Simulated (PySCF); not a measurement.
# Solver options tried on ClNTi

The same problem is solved with other solver options, one edit a run.

Computed with PySCF 2.14.0. Level: each script names its method and basis.

## (1) The starting structure

ClNTi: 3 atoms, charge 0, spin multiplicity 1.

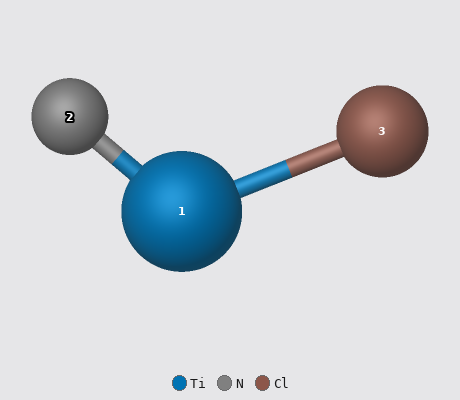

As it starts; titanium blue, nitrogen grey, chlorine brown; atoms are numbered from 1 in the order of the file.

Geometry (Å):

```
Ti   -0.5117    0.0000   -0.5385
N    -1.8363    0.0000    0.2569
Cl    1.4367    0.0000    0.6350
```

## (2) The run that the others are compared with

The input, input.py:

```python
from pyscf import gto, scf, mp

mol = gto.M(
    atom='Ti -0.5117 0 -0.5385; N -1.8363 0 0.2569; Cl 1.4367 0 0.635',
    basis='6-31g',
    charge=0,
    spin=0,
    symmetry=True,
    verbose=3,
)
mf = scf.RHF(mol)
mf.kernel()
mp.MP2(mf, frozen=11).kernel()
mf.dip_moment()
print('orbital energies (hartree):', mf.mo_energy[..., max(0, mol.nelec[1]-3):mol.nelec[0]+3].round(4))
```

The run is started by

```sh
$ OMP_NUM_THREADS=1 python input.py
```

The log of this run is left out.

Base result: E(SCF) = -1362.199607 Eh, E(MP2) − E(SCF) = -0.46474 Eh, μ = 7.28 D (of the SCF density).

## (3) Smearing width 0.01 hartree

Edit 1 changes smearing width: none → 0.01 hartree; step after the SCF: mp2 → none.

Changes to input.py since step 2:

```diff
@@ -1,2 +1,2 @@
-from pyscf import gto, scf, mp
+from pyscf import gto, scf
 
@@ -11,4 +11,4 @@
 mf = scf.RHF(mol)
+mf = scf.addons.smearing_(mf, sigma=0.01, method='fermi')
 mf.kernel()
-mp.MP2(mf, frozen=11).kernel()
 mf.dip_moment()
```

The run is started by

```sh
$ OMP_NUM_THREADS=1 python input.py
```

Output:

```text
converged SCF energy = -1362.19960704289
Dipole moment(X, Y, Z, Debye): -0.76363, -0.00000, -7.23493
orbital energies (hartree): [-0.4134 -0.404  -0.3833 -0.0313  0.0398  0.0734]
```

It took 1.8 s on 1 thread of Arm Neoverse N1, shared host; peak memory 0.13 GiB.

This run: E(SCF) = -1362.199607 Eh (no change), μ = 7.28 D.

The energy is that at the smeared occupations, without the entropy term.

## (4) Second-order solver on

Edit 2 changes second-order solver: off → on.

Changes to input.py since step 2:

```diff
@@ -11,2 +11,3 @@
 mf = scf.RHF(mol)
+mf = mf.newton()
 mf.kernel()
```

The run is started by

```sh
$ OMP_NUM_THREADS=1 python input.py
```

Output:

```text
converged SCF energy = -1362.19960706055
E(RMP2) = -1362.66434698342  E_corr = -0.464739922870306
E(SCS-RMP2) = -1362.63222509492  E_corr = -0.432618034373756
Dipole moment(X, Y, Z, Debye): -0.76363, -0.00000, -7.23493
orbital energies (hartree): [-0.4134 -0.404  -0.3833 -0.0313  0.0398  0.0734]
```

Wall time 2 s (1 thread of Arm Neoverse N1, shared host).

This run: E(SCF) = -1362.199607 Eh (no change), E(MP2) − E(SCF) = -0.46474 Eh, μ = 7.28 D (of the SCF density).

## (5) Point-group symmetry off

Edit 3 changes point-group symmetry: on → off.

Changes to input.py since step 2:

```diff
@@ -7,3 +7,2 @@
     spin=0,
-    symmetry=True,
     verbose=3,
```

The run is started by

```sh
$ OMP_NUM_THREADS=1 python input.py
```

Output:

```text
converged SCF energy = -1362.19960706048
E(RMP2) = -1362.66434406986  E_corr = -0.464737009379953
E(SCS-RMP2) = -1362.6322225846  E_corr = -0.432615524116517
Dipole moment(X, Y, Z, Debye): -0.76363, -0.00000, -7.23492
orbital energies (hartree): [-0.4134 -0.404  -0.3833 -0.0313  0.0398  0.0734]
```

Run time: 1.9 s. Hardware: 1 thread of Arm Neoverse N1, shared host.

Outcome: E(SCF) = -1362.199607 Eh (no change), E(MP2) − E(SCF) = -0.46474 Eh, μ = 7.28 D (of the SCF density).

## (6) Side by side

```
                        run  E(SCF) (hartree)  from base (eV)  gap (eV)  SCF dipole (D)                            after the SCF
                       base      -1362.199607               0      9.58            7.28  MP2 correlation -12.646 eV, core frozen
smearing width 0.01 hartree      -1362.199607          0.0000       n/a            7.28                                      n/a
     second-order solver on      -1362.199607          0.0000      9.58            7.28  MP2 correlation -12.646 eV, core frozen
   point-group symmetry off      -1362.199607          0.0000      9.58            7.28  MP2 correlation -12.646 eV, core frozen
```

Wall time on 1 thread of Arm Neoverse N1, shared host, start-up included: base 2 s; smearing width 0.01 hartree 1.8 s; second-order solver on 2 s; point-group symmetry off 1.9 s.

With smearing width 0.01 hartree or second-order solver on or point-group symmetry off the SCF ends at the base energy.
